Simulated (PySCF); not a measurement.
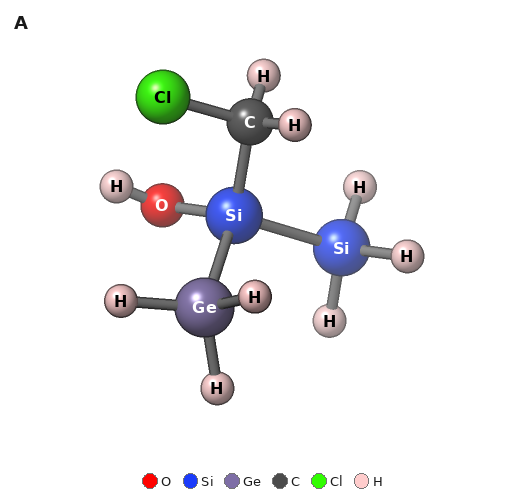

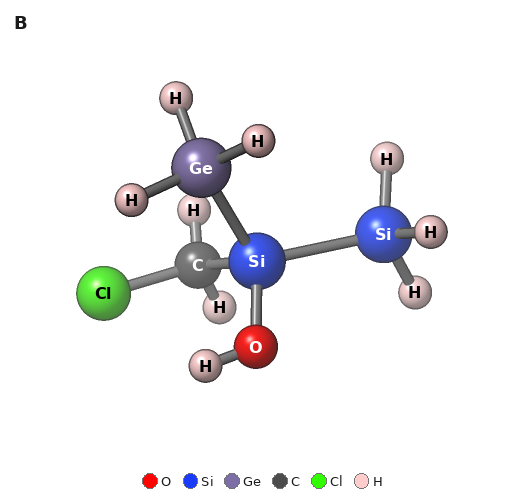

Atoms fade into the background with distance from the viewer. The computed structure is the end point of a PBE0-D3(BJ)/def2-SVP optimisation. No frequency run is at hand to confirm it as a minimum.

Q: Are A and B the same structure? If not, how do they differ?

A: Yes. They are the same structure, CH9ClGeOSi2 (O[Si@]([SiH3])([GeH3])CCl), seen from two directions: a rotation takes one into the other. The geometry is chiral (C1), so its mirror image would differ.
